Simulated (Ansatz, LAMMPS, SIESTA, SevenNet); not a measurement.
# Amorphous Zn13Cd21Se12S22 (68 atoms) in other programs, against a plane-wave reference

Wanted: errors and costs of other methods on amorphous Zn13Cd21Se12S22 (68 atoms). A plane-wave run serves as the reference.

Main program and level: Ansatz 0.2.0; Kohn-Sham DFT, PBE, PAW, plane waves.

**1. Set-up**

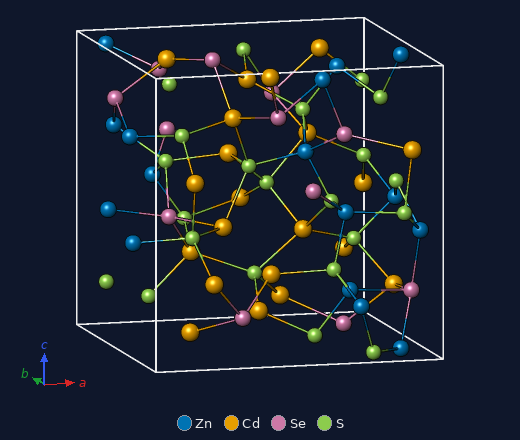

The cell as given, slightly off an axis (zinc blue, cadmium orange, selenium pink, sulfur green). Bonds to atoms that aren't drawn are left out. Some periodic images of atoms are drawn too.

The cell holds 68 atoms: 13 Zn, 21 Cd, 12 Se and 22 S. Its edges and angles: a = 11.980 Å, b = 11.980 Å, c = 11.980 Å, α = 90.0°, β = 90.0°, γ = 90.0°. 68 atoms (13 Zn, 21 Cd, 12 Se, 22 S) placed at random at 4.7 g/cm³, melted at 2500 K for 10 ps at fixed volume with the Stillinger-Weber II-VI potential (Zhou et al., Phys. Rev. B 88, 085309 (2013)). Quenched from 2500 K to 300 K at 100 K/ps and fixed volume, annealed at 700 K for 50 ps, held 5 ps.

**2. The reference run**

The PAW files are the set soft_2.

Contents of input.yaml:

```yaml
crystal:
  lattice:
    - [11.9802, 0.0, 0.0]
    - [0.0, 11.9802, 0.0]
    - [0.0, 0.0, 11.9802]
  atoms:
    - { symbol: Zn, position: [0.09468, 0.97735, 0.956] }
    - { symbol: Zn, position: [0.71784, 0.01148, 0.19044] }
    - { symbol: Zn, position: [0.76634, 0.33115, 0.19271] }
    - { symbol: Zn, position: [0.9206, 0.24668, 0.0008] }
    [... 58 atom lines left out ...]
    - { symbol: S, position: [0.34024, 0.87833, 0.36687] }
    - { symbol: S, position: [0.97734, 0.94292, 0.79822] }
    - { symbol: S, position: [0.17052, 0.29003, 0.75025] }
    - { symbol: S, position: [0.65876, 0.38328, 0.03391] }
    - { symbol: S, position: [0.09676, 0.18249, 0.94725] }
    - { symbol: S, position: [0.86966, 0.65668, 0.31111] }
kpoints:
  mp_grid: { grid: [1, 1, 1] }
hamiltonian:
  xc: pbe
scf:
  occupations: { method: fermi_dirac, width: 0.05 }
output:
  forces: true
  eigenvalues: true
```

Started as:

```sh
> ansatz run input.yaml --threads 16 --pin off --max-ram 31232MiB --backend cpu --events-out ev --progress --plain --runs-dir out
```

The program printed:

```text
[...]
Pseudopotentials: kind: paw
Pseudopotential: Zn, paw, valence charge 12, recommended cutoff 420 eV (normal), Zn.paw.azcp
Pseudopotential: Cd, paw, valence charge 20, recommended cutoff 420 eV (normal), Cd.paw.azcp
Pseudopotential: Se, paw, valence charge 16, recommended cutoff 420 eV (normal), Se.paw.azcp
Pseudopotential: S, paw, valence charge 6, recommended cutoff 420 eV (normal), S.paw.azcp
[... 5 lines on functional and potentials left out ...]
Crystal: 68 atoms, lattice volume = 1719.461 Å³
Basis set: ecut = 420 eV, 33401 PW (Γ), exchange–correlation on 162×162×162 points (8 copies of the dense FFT grid, shifted against one another)
Bands: 540, of which v1, the nominal top of the filled ones, is band 450 counted from 1 (449 counted from 0)
Symmetry: 1 space group operations
Space group: P1 (ITA 1), of the structure as read, at distance tolerance 1.2e-4 Å
k-points: 1
[... 9 lines on functional and potentials left out ...]
Initial density: superposition of atomic densities (neutral atoms: chi_scale 0, normalization atom), corrected by the library's trained network
Initial wavefunctions: pseudopotential atomic-orbital guess
[...]
SCF iter   1: F=—  HF=-301985.546935 eV  |F-HF|=—  |Δ(HF+E_count)|=         —  Δρ=3.21e-3  dr2=5.54e-1  ethr=1.77e-3  ⟨swp⟩=6.0  Hψ=1921  notcnv=0  defer=17
preconditioner: auto → LDOS  [metal: Δε(μ)=0.098 eV  Ē_g=10.622 eV  σ=0.050 eV  W_gap=0.45  n_scr=436 (ndim 8)  ℏωp=22.2 eV  f_vac=0.116  D(μ)=20.90/eV (n_scr^D=80)  β→1.0]
[...]
SCF iter  13: F=—  HF=-301985.485412 eV  |F-HF|=—  |Δ(HF+E_count)|=   8.09e-8  Δρ=2.37e-6  dr2=1.80e-7  ethr=8.53e-11  ⟨swp⟩=2.0  Hψ=742  notcnv=0  defer=72
SCF iter  14: F=-301985.485412 eV  HF=-301985.485412 eV  |F-HF|=3.31e-8  |Δ(HF+E_count)|=   1.23e-8  Δρ=1.18e-6  dr2=4.35e-8  ethr=1.11e-11  ⟨swp⟩=10.0  Hψ=2277  notcnv=0
SCF 1 converged in 14 iterations: F = -301985.485412 eV  dr2 = 4.35e-8
[...]
SCF converged after 14 iterations
Free energy (F): -301985.485412 eV
Harris-Foulkes:  -301985.485412 eV  (|F-HF|=3.31e-8)
Internal energy: -301985.295184 eV  (E = F + TS)
E sigma→0 (E₀):  -301985.390298 eV
Entropy (-TS):   -0.190228 eV (-2.797 meV/atom)
Fermi energy:    7.136685 eV
--- Per-component energies (eV) ---
[...]
Σ components = -301985.485412   (vs F -301985.485412, Δ=0.00e0)
--- Forces (eV/Å), atoms counted from 1 ---
  atom   1  Zn    -0.03622774     0.54258591     0.49104280
  atom   2  Zn     0.31790901     0.01766390     0.12853457
  atom   3  Zn    -0.05161477    -0.59956745    -0.03570808
  atom   4  Zn     0.30000652    -0.61555390    -0.50850758
[...]
atom  68  S      0.01194658    -0.01681827     0.87088924
  max |Σ_I F_I| component: 6.46e-5 eV/Å
--- Band table (eV) ---
  k-point 0: bands = ["-95.9581", "-95.7713", "-95.6915", "-95.6162", [... 524 levels ...], "12.8940", "12.9495", "13.0120", "13.0463", "13.0946", "13.1412", "13.1790", "13.2314", "13.2442", "13.2922", "13.3202", "13.3288"]
```

The job ended after 21 s (16 threads of Arm Neoverse N1, shared host; peak memory 2.8 GiB; 4.7 min of CPU time).

Reading the cycles: dr2 is the Hartree energy of the density residual (eV), the measure of convergence; HF is the Harris–Foulkes estimate of the energy, which meets the free energy F at convergence.

Numbers from this run:

- free energy: -301985.4854 eV
- free energy per atom: -4440.9630 eV/atom
- SCF cycles: 14
- r.m.s. force component: 0.503 eV/Å
- longest force: 1.874 eV/Å
- Fermi energy: 7.137 eV
- levels partly filled by over 2 per cent: 4

Neighbours are counted within 3.02 Å (S-Cd), 2.98 Å (S-Zn), 2.54 Å (S-Se), 3.12 Å (Cd-Se), 2.93 Å (Zn-Se).

Length of the force by element and coordination:

| element | coordination | atoms | mean length of the force (eV/Å) | spread | least | most |
| --- | --- | --- | --- | --- | --- | --- |
| Cd | all | 21 | 0.740 | 0.278 | 0.311 | 1.34 |
| Cd | 2 | 4 | 0.655 | 0.121 | 0.540 | 0.857 |
| Cd | 3 | 7 | 0.707 | 0.248 | 0.311 | 1.09 |
| Cd | 4 | 10 | 0.798 | 0.327 | 0.331 | 1.34 |
| S | all | 22 | 0.881 | 0.400 | 0.252 | 1.87 |
| S | 3 | 7 | 1.16 | 0.374 | 0.817 | 1.87 |
| S | 4 | 15 | 0.751 | 0.342 | 0.252 | 1.76 |
| Se | all | 12 | 0.887 | 0.371 | 0.231 | 1.49 |
| Se | 2 | 2 | 0.853 | 0.468 | 0.385 | 1.32 |
| Se | 3 | 5 | 0.994 | 0.368 | 0.512 | 1.49 |
| Se | 4 | 4 | 0.748 | 0.313 | 0.231 | 1.00 |
| Se | 5 | 1 | 0.977 | 0 | 0.977 | 0.977 |
| Zn | all | 13 | 0.688 | 0.222 | 0.343 | 1.14 |
| Zn | 2 | 1 | 0.343 | 0 | 0.343 | 0.343 |
| Zn | 3 | 2 | 0.735 | 0.132 | 0.603 | 0.868 |
| Zn | 4 | 10 | 0.713 | 0.218 | 0.435 | 1.14 |

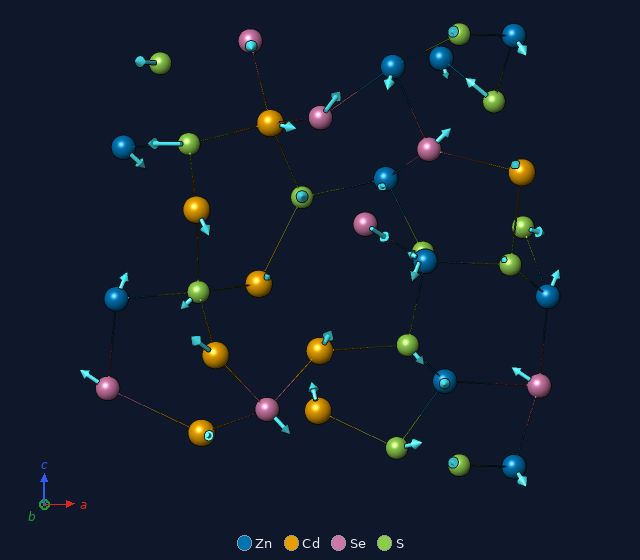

Forces as arrows; the longest in the cell is 1.87 eV/Å. Drawn is a slice 6 Å thick, seen along the normal of the ac plane. Bonds to atoms that aren't drawn are left out.

The levels nearest the highest filled one (over half full), pooled over k-points and spins:

| level less the highest filled one (eV) | occupation |
| --- | --- |
| -0.545 | 2 |
| -0.363 | 2 |
| -0.237 | 1.99 |
| -0.0886 | 1.90 |
| -0.0456 | 1.77 |
| 0 | 1.52 |
| 0.0809 | 0.771 |
| 0.256 | 0.037 |
| 0.359 | 0.005 |
| 0.568 | 0 |
| 0.624 | 0 |
| 0.715 | 0 |

**3. Local order**

Density 4.70 g/cm³, 25.29 Å³ an atom.

g(r), total and by pair (bins of 0.2 Å):

| r (Å) | total | S-S | S-Cd | S-Zn | S-Se | Cd-Cd | Cd-Zn |
| --- | --- | --- | --- | --- | --- | --- | --- |
| 2.20 | 0.12 | 0.00 | 0.00 | 0.94 | 0.00 | 0.00 | 0.00 |
| 2.40 | 2.49 | 0.00 | 3.00 | 12.45 | 0.84 | 0.00 | 0.00 |
| 2.60 | 2.46 | 0.00 | 6.36 | 1.09 | 0.36 | 0.00 | 0.00 |
| 2.80 | 0.57 | 0.35 | 0.60 | 0.00 | 0.00 | 0.78 | 0.31 |
| 3.00 | 0.20 | 0.65 | 0.00 | 0.00 | 0.00 | 0.68 | 0.00 |
| 3.20 | 0.43 | 0.00 | 0.14 | 0.00 | 0.00 | 0.32 | 0.48 |
| 3.40 | 0.25 | 0.47 | 0.37 | 0.22 | 0.00 | 0.52 | 0.21 |
| 3.60 | 0.98 | 2.39 | 0.22 | 0.74 | 1.24 | 0.70 | 1.72 |
| 3.80 | 1.27 | 1.98 | 0.40 | 0.52 | 2.16 | 1.92 | 2.10 |
| 4.00 | 1.69 | 2.97 | 0.83 | 0.43 | 3.26 | 2.50 | 2.18 |
| 4.20 | 1.53 | 1.29 | 1.35 | 1.07 | 2.20 | 2.47 | 2.27 |
| 4.40 | 1.33 | 0.73 | 1.15 | 0.98 | 2.55 | 2.08 | 1.30 |
| 4.60 | 1.34 | 1.21 | 1.67 | 1.47 | 0.86 | 1.76 | 0.72 |
| 4.80 | 0.95 | 0.61 | 1.46 | 1.03 | 0.57 | 0.69 | 0.65 |
| 5.00 | 0.46 | 0.23 | 0.59 | 0.47 | 0.84 | 0.13 | 0.20 |
| 5.20 | 0.75 | 0.42 | 0.77 | 1.15 | 0.48 | 0.56 | 0.55 |
| 5.40 | 0.86 | 0.77 | 0.71 | 0.82 | 0.88 | 0.53 | 0.77 |
| 5.60 | 1.01 | 0.72 | 0.99 | 1.61 | 0.75 | 0.89 | 0.96 |
| 5.80 | 0.98 | 0.93 | 0.88 | 1.56 | 0.61 | 0.56 | 1.04 |

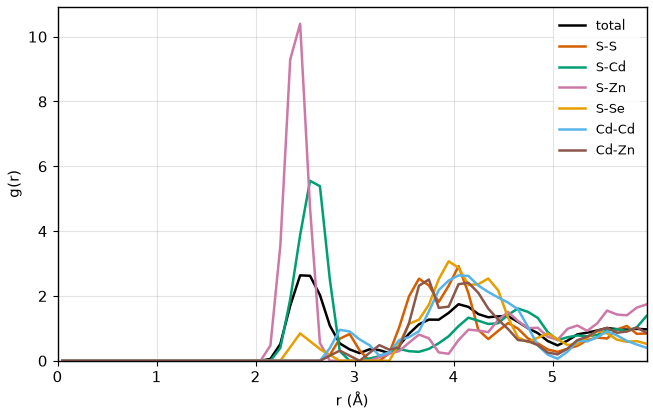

Pair distribution functions, lightly smoothed.

Bonds by pair of elements; cutoffs follow the first minimum of g(r), held within bounds set by covalent radii, and pairs that aren't listed don't count as bonded:

| pair A-B | cutoff (Å) | bonds | mean length (Å) | spread (Å) | shortest (Å) | B about A | A about B |
| --- | --- | --- | --- | --- | --- | --- | --- |
| S-Cd | 3.02 | 44 | 2.56 | 0.099 | 2.35 | 2 | 2.10 |
| S-Zn | 2.98 | 35 | 2.41 | 0.069 | 2.24 | 1.59 | 2.69 |
| S-Se | 2.54 | 2 | 2.50 | 0.002 | 2.49 | 0.091 | 0.167 |
| Cd-Se | 3.12 | 25 | 2.69 | 0.131 | 2.50 | 1.19 | 2.08 |
| Zn-Se | 2.93 | 13 | 2.54 | 0.087 | 2.41 | 1 | 1.08 |

How many atoms have how many bonded neighbours:

| element | mean | 2 | 3 | 4 | 5 |
| --- | --- | --- | --- | --- | --- |
| Cd | 3.29 | 4 | 7 | 10 | 0 |
| S | 3.68 | 0 | 7 | 15 | 0 |
| Se | 3.33 | 2 | 5 | 4 | 1 |
| Zn | 3.69 | 1 | 2 | 10 | 0 |

Rings of the network by King's shortest-path rule, up to 12 atoms, one path for each pair of neighbours; H, halogens, alkali and alkaline-earth atoms are left out, and the last column divides by all other atoms, bonded or not:

| ring size (atoms) | rings | per network atom |
| --- | --- | --- |
| 4 | 1 | 0.015 |
| 5 | 5 | 0.074 |
| 6 | 42 | 0.618 |
| 7 | 3 | 0.044 |
| 8 | 37 | 0.544 |
| 9 | 5 | 0.074 |
| 10 | 9 | 0.132 |

**4. What was run beside it**

The programs:
- SIESTA 5.4.2: numerical atomic orbitals, whose automatically made sets are far from complete, with PseudoDojo norm-conserving potentials that we converted to its format (checked against plane waves on the same files for H, C, O, Si, Ge and Ca alone); labels give functional, basis size, energy shift and mesh cutoff.
- SevenNet: machine-learned potential, published weights.

All use the same cell and atoms; the electronic-structure runs use the same k-mesh, and an electronic temperature of 580 K (0.05 eV) where levels are smeared.

Differences are against the plane-wave reference, forces as r.m.s. over components; share is that over the reference's r.m.s. force, slope the least-squares factor from reference forces to these. Total energies of different programs have different zeros and aren't compared.

| run | Δ force, r.m.s. (meV/Å) | share (%) | slope | cores | CPU time | memory (GiB) |
| --- | --- | --- | --- | --- | --- | --- |
| reference | - | - | - | 16 | 4.7 min | 2.8 |
| SIESTA PBE, DZP, shift 0.01 Ry, mesh 350 Ry | 152 | 30.3 | 1.023 | 4 | 7.4 min | 1.8 |
| SIESTA PBE, SZ, shift 0.02 Ry, mesh 350 Ry (coarse) | 653 | 130 | 1.573 | 4 | 4.1 min | 1.2 |
| SevenNet 0 potential | 141 | 28.0 | 0.821 | 4 | 14 s | 0.7 |

Rows marked coarse were listed beforehand as settings not expected to be converged; some can still land near the reference.

Times of the machine-learned potentials are mostly Python's start and the loading of weights.

CPU time is summed over cores on a shared host, where runs went side by side, so it is rough. Symmetry, cutoffs, thresholds, outputs and thread counts weren't matched or tuned between programs; memory under MPI is the largest rank's times the ranks.

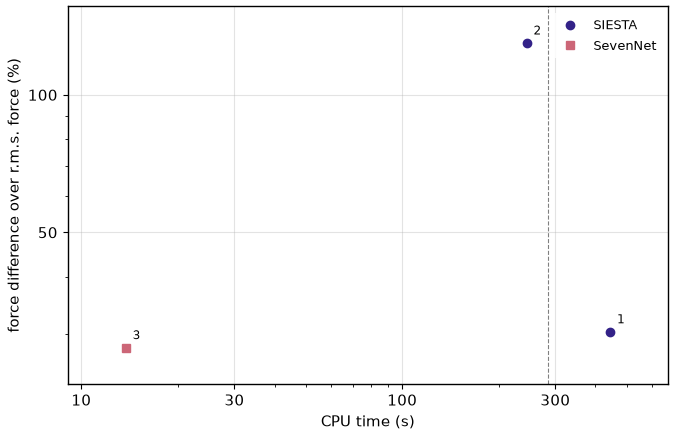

Force difference against CPU time; the dashed line marks the reference's time. Points: 1 SIESTA PBE, DZP, shift 0.01 Ry, mesh 350 Ry; 2 SIESTA PBE, SZ, shift 0.02 Ry, mesh 350 Ry; 3 SevenNet 0 potential.

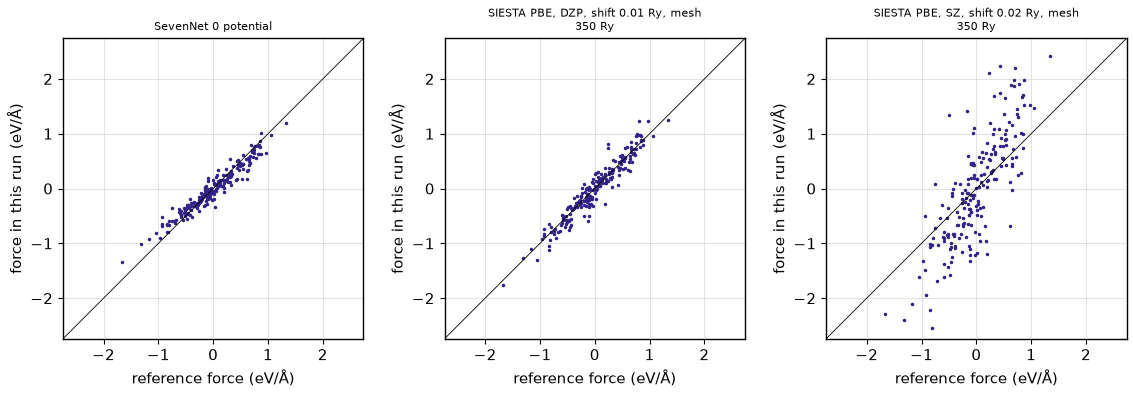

Force components against those of the reference; the line marks equality.

**5. Results**

```yaml
reference_r_m_s_force_component: 0.503 eV/Å
nearest_in_forces: SevenNet 0 potential, 28 %
farthest_in_forces: SIESTA PBE, SZ, shift 0.02 Ry, mesh 350 Ry (coarse), 130 %
cheapest_electronic_structure_run_beside_the_reference: SIESTA PBE, SZ, shift 0.02 Ry, mesh 350 Ry, 4.1 min of CPU time
```

What this shows: The PBE run in local orbitals, coarse settings apart, differs by 30 % (SIESTA PBE, DZP, shift 0.01 Ry, mesh 350 Ry); basis, grid and potentials can all enter. Machine-learned potentials differ by 28 % (SevenNet 0 potential); they were trained on other programs' data. Among those trained on PBE data the slope goes as low as 0.82, which softening far from their training structures can give, though the reference's k-sampling is untested too. Runs with settings chosen to be coarse differ by 130 % (SIESTA PBE, SZ, shift 0.02 Ry, mesh 350 Ry), their programs' other errors included. None of the electronic-structure runs in the table takes under half the reference's CPU time of 4.7 min; they take 0.86 to 1.6 times as much. In the reference: counting bands leaves a spacing of only 0.081 eV (at Γ alone), which the smearing bridges: 4 levels are partly filled by over 2 %, so a gap, if any, is small at this level. In the reference: By these cutoffs 48 % of Cd atoms have 4, 68 % of S atoms have 4, 42 % of Se atoms have 3 and 77 % of Zn atoms have 4 bonded neighbours. The potentials hold different valence shells: 900 electrons in the reference, 1004 in SIESTA; this bears on time and differences. Machine-learned potentials mimic data converged in k, so the reference's own k-point error enters their differences. The quench rate of 100 K/ps is many orders above laboratory rates, so the cell is likely richer in defects and strain than a real sample. The network of bonds at the start is that of the classical potential that made the cell, and needn't be the one that DFT or experiment would give. The electronic-structure runs sample only Γ, in a cell whose shortest periodic width is 12 Å, which is coarse for a cell with partly filled levels.

[Also dropped from logs without a mark: logging warnings of Python, and SIESTA's first energy breakdown and zero terms.]

[Logs are printed without paths, hosts, clocks, repeated set-up lines and the standing remarks that a program may print on its own settings, such as how far it seeks lower states.]

[Hosts, paths, dates, database ids (printed as entryN), source tags and the programs' standing remarks are cut or masked in the printed files.]
